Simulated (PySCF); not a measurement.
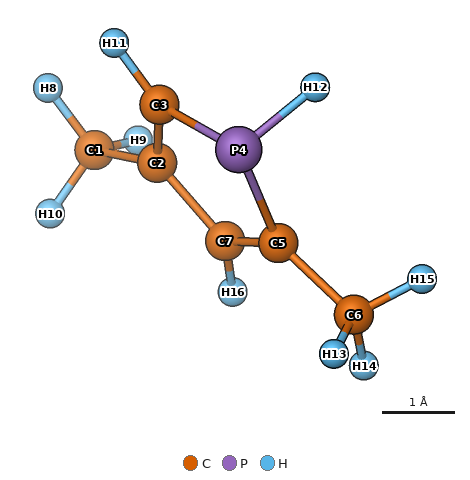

The structure (ball-and-stick view, seen at a tilt; atoms are numbered from 1 in the order of the input). Bond lengths as drawn: C–C 1.35 to 1.49 Å, C–H 1.08 to 1.09 Å, C–P 1.80 to 1.82 Å and H–P 1.40 Å.

C₆H₉P: spin–spin coupling calculation

- system: C₆H₉P
- method: OLYP/aug-cc-pVDZ indirect spin-spin coupling, non-relativistic, IEF-PCM dimethylsulfoxide (PySCF 2.14.0)

The geometry comes from this level: GFN2-xTB. It belongs to a series of runs on one base structure; here: solvent dimethylsulfoxide; OLYP/aug-cc-pVDZ. Figures and captions count atoms from 1; the log counts them from 0 in places.

Input:
```
{"job": {"kind": "j", "xc": "OLYP", "basis": "aug-cc-pVDZ", "solvent": "dimethylsulfoxide"}, "charge": 0, "multiplicity": 1}
C     -2.495466    -0.449077    -0.258368
C     -1.145598     0.090238     0.077459
C     -0.897064     1.289600     0.640710
P      0.856131     1.516222     0.992457
C      1.206138    -0.043715     0.113517
C      2.587316    -0.571343    -0.082428
C      0.056006    -0.657476    -0.221380
H     -3.276289     0.245289     0.042346
H     -2.572383    -0.624220    -1.331616
H     -2.655940    -1.401022     0.247598
H     -1.647734     1.996111     0.951903
H      1.139243     2.348035    -0.095202
H      3.086755    -0.693822     0.878456
H      2.560615    -1.534114    -0.589370
H      3.183462     0.121396    -0.676309
H      0.007208    -1.623157    -0.701182
```

The first line tells a small driver script what to run in PySCF; the rest is the geometry in Å.

Command:
```bash
OMP_NUM_THREADS=1 python <driver script> task.json out
```

Log:
```
coarse grid: 13720 points
cycle   1  E = -575.2061634554  dE =  7.693e-01  |g| = 5.852e-01  |ddm| = 2.406e+01
cycle   2  E = -575.0512636351  dE =  1.549e-01  |g| = 9.116e-01  |ddm| = 9.526e+00
cycle   3  E = -575.3068304642  dE = -2.556e-01  |g| = 1.031e-01  |ddm| = 4.834e+00
cycle   4  E = -575.3096725431  dE = -2.842e-03  |g| = 4.472e-02  |ddm| = 5.378e-01
cycle   5  E = -575.3100715323  dE = -3.990e-04  |g| = 2.206e-02  |ddm| = 2.512e-01
cycle   6  E = -575.3101943314  dE = -1.228e-04  |g| = 5.441e-03  |ddm| = 9.800e-02
cycle   7  E = -575.3102023149  dE = -7.983e-06  |g| = 1.226e-03  |ddm| = 2.892e-02
final grid: 127528 points
cycle   8  E = -575.3213572905  dE = -5.883e-05  |g| = 1.487e-02  |ddm| = 1.016e+00
cycle   9  E = -575.3212499620  dE =  1.073e-04  |g| = 2.365e-02  |ddm| = 1.833e-01
cycle  10  E = -575.3214205093  dE = -1.705e-04  |g| = 3.198e-03  |ddm| = 1.086e-01
cycle  11  E = -575.3214233216  dE = -2.812e-06  |g| = 5.506e-04  |ddm| = 1.096e-02
cycle  12  E = -575.3214233905  dE = -6.887e-08  |g| = 2.608e-04  |ddm| = 3.884e-03
cycle  13  E = -575.3214234080  dE = -1.746e-08  |g| = 5.456e-05  |ddm| = 1.153e-03
cycle  14  E = -575.3214234082  dE = -2.628e-10  |g| = 4.509e-05  |ddm| = 4.538e-04
cycle  15  E = -575.3214234088  dE = -6.030e-10  |g| = 4.110e-06  |ddm| = 1.889e-04
```

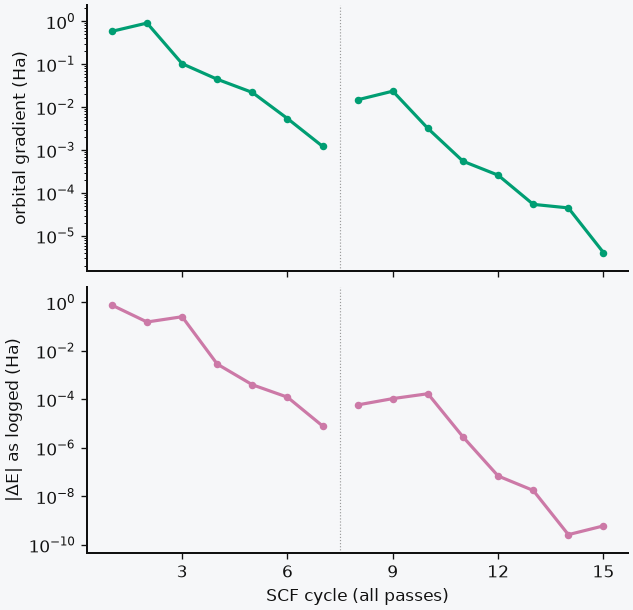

Convergence of the self-consistent field: orbital gradient and size of the energy change against the SCF cycle. The dotted line marks the change from a coarse to the final integration grid. The first 7 cycles use a coarse grid, the final grid takes over at cycle 8, and the field converges after 15 cycles in all.

```
converged SCF energy = -575.3214234088

Indirect spin-spin couplings (Hz)
  i      j    bonds     total        FC       PSO       DSO        SD
  0 C    1 C    1     65.870    66.694    -1.061     0.237         -
  0 C    2 C    2     -4.897    -4.601    -0.274    -0.022         -
  0 C    3 P    3      1.493     1.609    -0.188    -0.106     0.177
  0 C    4 C    3      4.912     4.880     0.096    -0.063         -
  0 C    6 C    2      0.303     0.449    -0.150     0.005         -
  0 C    7 H    1    132.018   130.424     0.913     0.681         -
  0 C    8 H    1    146.118   144.474     0.959     0.684         -
  0 C    9 H    1    144.122   142.476     0.963     0.683         -
  0 C   10 H    3      3.282     3.359    -0.038    -0.038         -
  0 C   11 H    4     -1.791    -1.681     0.121    -0.231         -
  0 C   12 H    5      0.219     0.288     0.142    -0.211         -
  0 C   14 H    5      0.215     0.284     0.143    -0.213         -
  0 C   15 H    3      1.114     1.087    -0.012     0.039         -
  1 C    2 C    1    131.281   138.358    -7.354     0.278         -
  1 C    3 P    2      2.532     3.052    -0.473     0.004    -0.051
  1 C    4 C    2     -2.304    -2.257    -0.086     0.039         -
  1 C    5 C    3      4.895     4.938     0.019    -0.062         -
  1 C    6 C    1    123.890   126.614    -3.020     0.297         -
  1 C    7 H    2     -3.416    -3.146    -0.215    -0.056         -
  1 C    8 H    2     -8.316    -8.304     0.007    -0.019         -
  1 C    9 H    2     -8.442    -8.416    -0.006    -0.020         -
  1 C   10 H    2      1.316     2.822    -1.179    -0.327         -
  1 C   11 H    3      5.048     5.306    -0.083    -0.174         -
  1 C   12 H    4     -2.081    -1.955     0.124    -0.250         -
  1 C   13 H    4     -0.321    -0.251     0.126    -0.196         -
  1 C   14 H    4     -2.048    -1.922     0.125    -0.252         -
  1 C   15 H    2      4.124     4.692    -0.402    -0.166         -
  2 C    3 P    1    -18.833   -13.448    -8.160     0.235     2.540
  2 C    4 C    2     -0.370     0.407    -0.818     0.041         -
  2 C    5 C    3      1.029     1.162    -0.059    -0.074         -
  2 C    6 C    2     -5.258    -5.271    -0.007     0.020         -
  2 C    7 H    3      3.504     3.634    -0.249     0.119         -
  2 C    8 H    3      5.518     5.648     0.170    -0.301         -
  2 C    9 H    3      6.282     6.418     0.181    -0.317         -
  2 C   10 H    1    173.797   172.788     0.009     1.000         -
  2 C   11 H    2     -8.995    -8.912    -0.124     0.042         -
  2 C   12 H    4      2.016     2.181     0.112    -0.277         -
  2 C   13 H    4      0.212     0.397     0.111    -0.296         -
  2 C   14 H    4      1.982     2.135     0.107    -0.261         -
  2 C   15 H    3      6.860     7.097     0.262    -0.499         -
  3 P    4 C    1    -13.084    -6.886    -9.066     0.269     2.600
  3 P    5 C    2     23.420    24.303    -0.837    -0.020    -0.025
  3 P    6 C    2      6.641     7.211    -0.518    -0.006    -0.047
  3 P    7 H    4     -0.410    -0.430     0.177    -0.352     0.195
  3 P    8 H    4      5.490     5.796     0.114    -0.416    -0.004
  3 P    9 H    4      0.524     0.898     0.084    -0.387    -0.071
  3 P   10 H    2     32.546    33.963    -1.446    -0.404     0.432
  3 P   11 H    1    144.304   141.403     3.082     0.712    -0.891
  3 P   12 H    3      9.449     9.612    -0.221     0.004     0.053
  3 P   13 H    3     20.438    20.554     0.184    -0.571     0.272
  3 P   14 H    3      0.858     1.250    -0.239    -0.042    -0.111
  3 P   15 H    3      8.858     9.462     0.155    -0.725    -0.034
  4 C    5 C    1     71.773    72.732    -1.200     0.241         -
  4 C    6 C    1    149.767   156.966    -7.479     0.280         -
  4 C    7 H    4      0.507     0.638     0.170    -0.302         -
  4 C    8 H    4     -1.210    -1.158     0.143    -0.195         -
  4 C    9 H    4     -1.186    -1.127     0.142    -0.201         -
  4 C   10 H    3      3.552     3.839     0.163    -0.450         -
  4 C   11 H    2     -5.823    -5.749    -0.208     0.135         -
  4 C   12 H    2    -10.294   -10.269    -0.023    -0.001         -
  4 C   13 H    2     -3.517    -3.308    -0.166    -0.044         -
  4 C   14 H    2    -10.068   -10.012    -0.052    -0.005         -
  4 C   15 H    2      2.918     4.393    -1.169    -0.306         -
  5 C    6 C    2     -5.494    -5.157    -0.318    -0.019         -
  5 C    7 H    5      0.272     0.350     0.166    -0.245         -
  5 C    8 H    5      0.179     0.222     0.108    -0.151         -
  5 C    9 H    5      0.206     0.250     0.110    -0.153         -
  5 C   10 H    4      0.588     0.754     0.201    -0.367         -
  5 C   11 H    3     -0.221    -0.193     0.026    -0.055         -
  5 C   12 H    1    148.557   146.920     0.941     0.696         -
  5 C   13 H    1    133.276   131.682     0.904     0.690         -
  5 C   14 H    1    146.168   144.527     0.947     0.694         -
  5 C   15 H    3      3.428     3.514    -0.063    -0.023         -
  6 C    7 H    3      8.028     8.183     0.235    -0.390         -
  6 C    8 H    3      2.276     2.313    -0.093     0.055         -
  6 C    9 H    3      2.246     2.281    -0.092     0.058         -
  6 C   10 H    3      8.077     8.375     0.199    -0.497         -
  6 C   11 H    3      1.715     1.972    -0.060    -0.197         -
  6 C   12 H    3      5.267     5.423     0.133    -0.289         -
  6 C   13 H    3      3.332     3.536    -0.327     0.123         -
  6 C   14 H    3      6.245     6.417     0.137    -0.310         -
  6 C   15 H    1    170.803   169.722     0.033     1.048         -
  7 H    8 H    2    -13.969   -13.521     2.175    -2.624         -
  7 H    9 H    2    -13.939   -13.493     2.177    -2.624         -
  7 H   10 H    4      0.278    -0.188    -0.895     1.362         -
  7 H   11 H    5     -0.256     0.018     0.480    -0.754         -
  7 H   12 H    6     -0.351    -0.076     0.611    -0.886         -
  7 H   13 H    6     -0.213     0.018     0.613    -0.843         -
  7 H   14 H    6     -0.312    -0.038     0.611    -0.884         -
  7 H   15 H    4     -0.424    -0.008     1.160    -1.576         -
  8 H    9 H    2    -16.503   -16.108     2.133    -2.528         -
  8 H   10 H    4     -1.983    -1.721     0.852    -1.114         -
  8 H   11 H    5      4.741     4.916     0.372    -0.546         -
  8 H   12 H    6     -0.804    -0.572     0.591    -0.824         -
  8 H   14 H    6     -0.712    -0.555     0.401    -0.558         -
  9 H   10 H    4     -2.036    -1.765     0.866    -1.137         -
  9 H   11 H    5      3.102     3.572     0.747    -1.216         -
  9 H   12 H    6     -0.676    -0.521     0.394    -0.548         -
  9 H   14 H    6     -0.781    -0.545     0.596    -0.832         -
 10 H   11 H    3      0.349     0.666     0.510    -0.827         -
 10 H   12 H    5     -1.642    -1.123     0.721    -1.240         -
 10 H   13 H    5      0.388     0.876     0.844    -1.332         -
 10 H   14 H    5     -1.416    -0.921     0.716    -1.211         -
 10 H   15 H    4      0.372     1.057     1.330    -2.016         -
 11 H   12 H    4      0.997     1.411     0.510    -0.924         -
 11 H   13 H    4     -0.951    -0.596     0.798    -1.154         -
 11 H   14 H    4      1.557     1.113    -0.447     0.891         -
 11 H   15 H    4     -2.738    -2.144     0.894    -1.488         -
 12 H   13 H    2    -13.913   -13.514     2.175    -2.573         -
 12 H   14 H    2    -17.137   -16.833     2.146    -2.450         -
 12 H   15 H    4     -2.076    -1.815     0.788    -1.049         -
 13 H   14 H    2    -14.116   -13.717     2.176    -2.575         -
 14 H   15 H    4     -2.182    -1.895     0.834    -1.120         -
```

Summary:

| quantity | value |
| --- | --- |
| outcome | converged |
| total energy | −575.321423 hartree |
| HOMO | −5.10 eV |
| LUMO | −1.51 eV |
| dipole moment | 1.69 D |
| hardware | 1 CPU thread, shared host |
| wall time | 55 s |
| peak memory | 0.84 GiB |

Remarks:

Settings chosen away from the usual ones: solvent dimethylsulfoxide; OLYP/aug-cc-pVDZ.
